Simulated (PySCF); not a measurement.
CH$_{11}$ClSi$_{4}$ (SMILES [SiH3][Si]([SiH3])([SiH3])CCl)

```xyz
17

Si   -0.3467    2.3047   -0.4669
Si   -0.0035    0.0239   -0.0374
Si   -1.7759   -1.3439   -0.7343
Si    2.1172   -0.7458   -0.6752
C    -0.0185   -0.0744    1.8995
Cl    0.2335   -1.7670    2.4181
H    -0.3590    2.5347   -1.9125
H     0.6921    3.1806    0.0838
H    -1.6158    2.8267    0.0493
H    -1.6033   -2.7610   -0.4153
H    -1.9076   -1.2459   -2.1910
H    -3.0664   -0.9382   -0.1677
H     2.3690   -2.1504   -0.3522
H     2.2565   -0.6083   -2.1283
H     3.2091    0.0275   -0.0741
H    -0.9650    0.2420    2.3334
H     0.7773    0.5068    2.3609
```

Geometry: GFN2-xTB.

Method: CAM-B3LYP/def2-SVPD, SCF density, gas phase in PySCF.

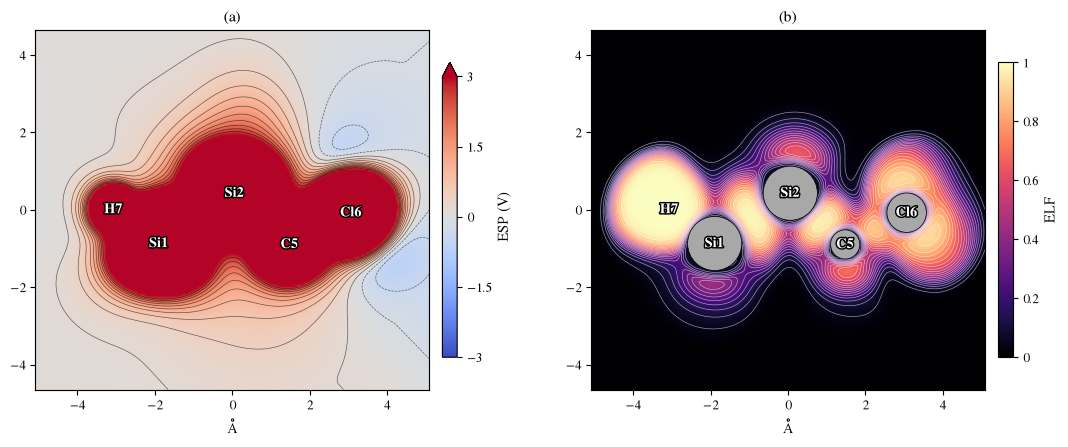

Figure 1. (a) molecular electrostatic potential; (b) ELF on the plane of atoms Si1, Si2 and C5. Grey discs cover the atomic cores in the ELF map.

What does the map show?

The plane passes through Si, C, Cl and H nuclei.
C–Cl (1.79 Å): the ELF peaks at about 0.90 between the atoms, as expected for a shared electron pair.
C–Si (1.94 Å): the ELF peaks at about 1 between the atoms; a shared electron pair.
Si–Si (2.35 Å): the ELF peaks at about 1 between the atoms, as expected for a shared electron pair.
Si–H (1.46 Å): the ELF climbs to about 1 towards the hydrogen, as it does in any bond to H.
The ELF also peaks beside Cl6, away from the bonds: lone-pair regions.
Outside the dense part of the molecule the potential is most negative (−0.7 V) near Cl6.

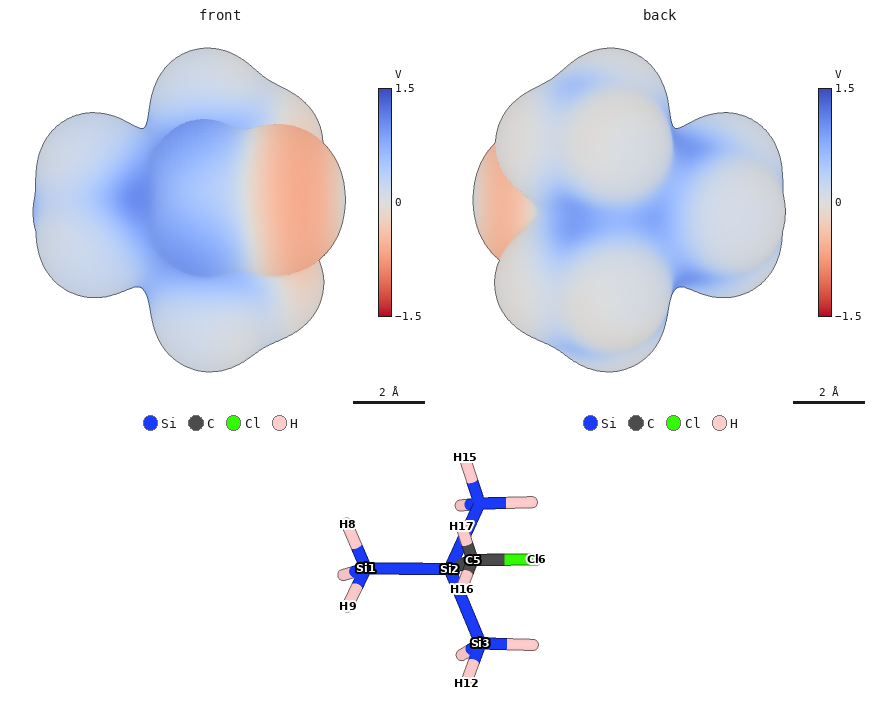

Figure 2. The electrostatic potential painted on the density surface at 0.001 e/bohr³, seen from the front and from behind; the colour scale runs from red (negative) to blue (positive). The bare structure is drawn below in the same view.

Where is the surface potential most negative and most positive?

The most negative region (about −0.6 V) lies over Cl6, the most positive (about +1.0 V) over Si1 and C5.
